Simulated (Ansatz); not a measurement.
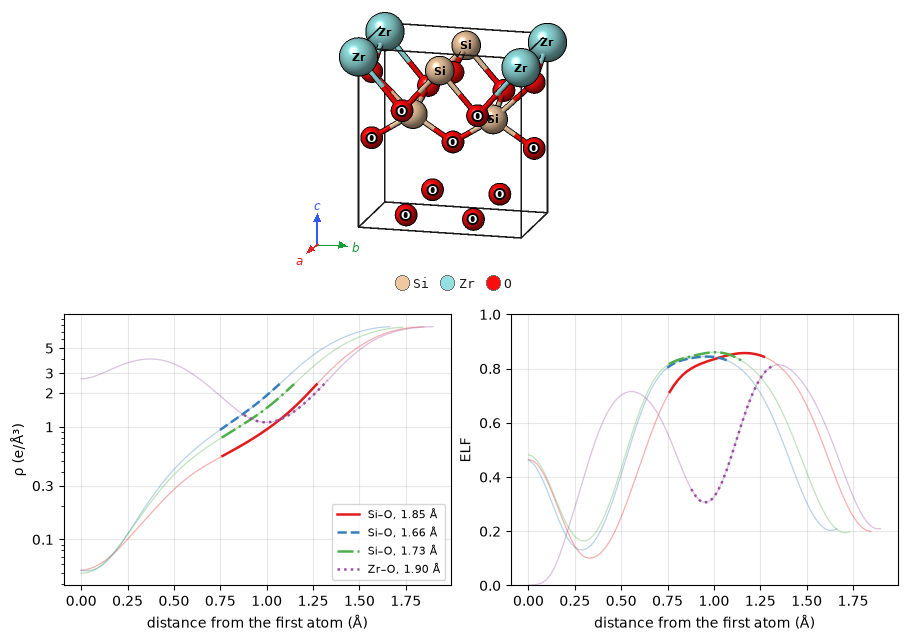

Figure 1: ZrSi3O8. Valence charge density (pseudo) and electron localisation function along straight lines between neighbouring atoms. Thin, pale parts lie inside the atomic spheres. The structure is drawn too.

Space group Pmm2; a structure from a database of computed crystals, not necessarily the ambient phase; started from the tetragonal host prototype, which need not be the ambient phase.

Theory: DFT, PBE, plane waves, PAW in Ansatz 0.2.0.

The density is the valence pseudo-density of a PAW calculation; it isn't the true density close to the nuclei.

Input

```
crystal:
  lattice:
    - [3.09224225, 0.0, 0.0]
    - [0.0, 6.18448451, 0.0]
    - [0.0, 0.0, 4.49481756]
  atoms:
    - { symbol: Si, position: [0.5, 0.25, 0.5] }
    - { symbol: Zr, position: [0.0, 0.0, 0.0] }
    - { symbol: O, position: [0.5, 0.0, 0.30279212] }
    - { symbol: O, position: [0.0, 0.25, 0.19720788] }
    - { symbol: O, position: [0.0, 0.25, 0.69720788] }
    - { symbol: O, position: [0.5, 0.0, 0.80279212] }
    - { symbol: Si, position: [0.5, 0.75, 0.5] }
    - { symbol: Si, position: [0.0, 0.5, 0.0] }
    - { symbol: O, position: [0.5, 0.5, 0.30279212] }
    - { symbol: O, position: [0.0, 0.75, 0.19720788] }
    - { symbol: O, position: [0.0, 0.75, 0.69720788] }
    - { symbol: O, position: [0.5, 0.5, 0.80279212] }
kpoints:
  mp_grid: { grid: [8, 4, 6] }
hamiltonian:
  xc: pbe
scf:
  occupations: { method: fermi_dirac, width: 0.02 }
relax:
  f_tol: 0.005
  cell: {}
output:
  write_density: true
  write_potential: true
  elf: true
  volumetric_format: npy
```

Below, planes, directions and counts refer to the conventional cell (a = 3.55 Å, b = 5.77 Å, c = 6.36 Å, α = 90.00°, β = 90.00°, γ = 90.00°).

The fields are those of the run's last geometry, not of the input's.

Question: Compare the contacts.

Answer: Si–O (1.85 Å): ρ at the midpoint is about 0.78 e/Å³; the ELF peaks at about 0.85 between the atoms.
Si–O (1.66 Å): the density is about 1.2 e/Å³ at the midpoint; the ELF peaks at about 0.85 between the atoms.
Si–O (1.73 Å): ρ is about 1 e/Å³ halfway; the ELF peaks at about 0.85 between the atoms.
Zr–O (1.90 Å): the density is about 1.1 e/Å³ at the midpoint; the ELF peaks at about 0.80 in the valence shell of O, 0.5 Å from its nucleus, and drops to about 0.30 between the two atoms.
